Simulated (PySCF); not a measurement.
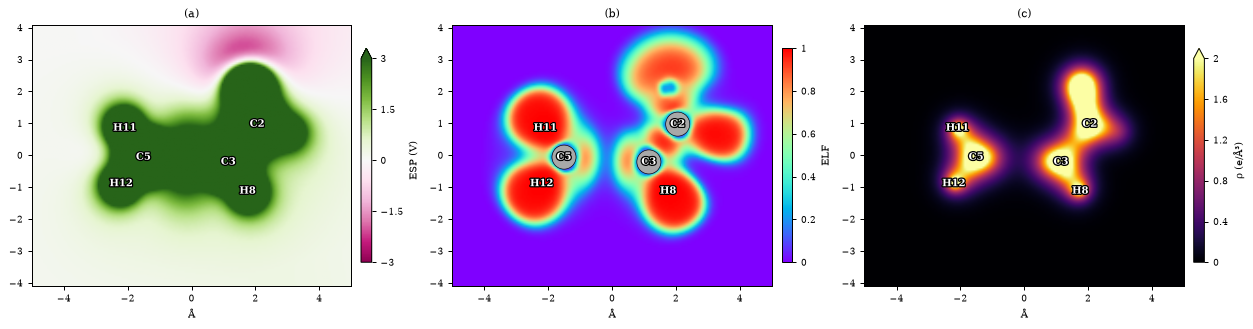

C3H8NSi2 (doublet). (a) molecular electrostatic potential; (b) ELF; (c) electron density on the plane of atoms H11, C5 and H12. Grey discs cover the atomic cores in the ELF map.

Geometry: GFN2-xTB.

Level of theory: PySCF 2.14.0, density-fitted response routines, UKS B3LYP, pcH-1 on C H N Si, non-relativistic, mean-field spin-orbit, GIAO.

```yaml
atoms:
  - { symbol: N, position_ang: [-1.4849, -1.4885, 1.5199] }
  - { symbol: C, position_ang: [-1.5556, -1.2697, 0.3192] }
  - { symbol: C, position_ang: [-0.5624, -0.5918, -0.5608] }
  - { symbol: Si, position_ang: [-0.5341, 1.3273, -0.2763] }
  - { symbol: C, position_ang: [1.2767, 1.1266, 0.3095] }
  - { symbol: Si, position_ang: [1.2636, -0.7755, 0.0424] }
  - { symbol: H, position_ang: [-2.4591, -1.5704, -0.2371] }
  - { symbol: H, position_ang: [-0.7459, -0.8738, -1.5975] }
  - { symbol: H, position_ang: [-1.4840, 1.7848, 0.7323] }
  - { symbol: H, position_ang: [-0.7092, 2.0625, -1.5321] }
  - { symbol: H, position_ang: [1.4385, 1.4237, 1.3418] }
  - { symbol: H, position_ang: [2.0074, 1.6645, -0.2882] }
  - { symbol: H, position_ang: [1.4021, -1.5890, 1.2408] }
  - { symbol: H, position_ang: [2.1462, -1.2312, -1.0360] }
```

Question: Read the bonding off the picture.

Answer: The section cuts through C and H sites. C–C (1.49 Å): the density is about 1.7 e/Å³ at the midpoint; the ELF peaks at about 0.95 between the atoms: a shared electron pair. C–H (1.09 Å): ρ is about 1.9 e/Å³ halfway; the ELF climbs to about 1 towards the hydrogen, as it does in any bond to H: a covalent bond by its length. The ELF also peaks beside N1, away from the bonds: non-bonding electrons, paired or unpaired. Outside the dense part of the molecule the potential is most negative (−2.1 V) near N1, which lies off the plane.
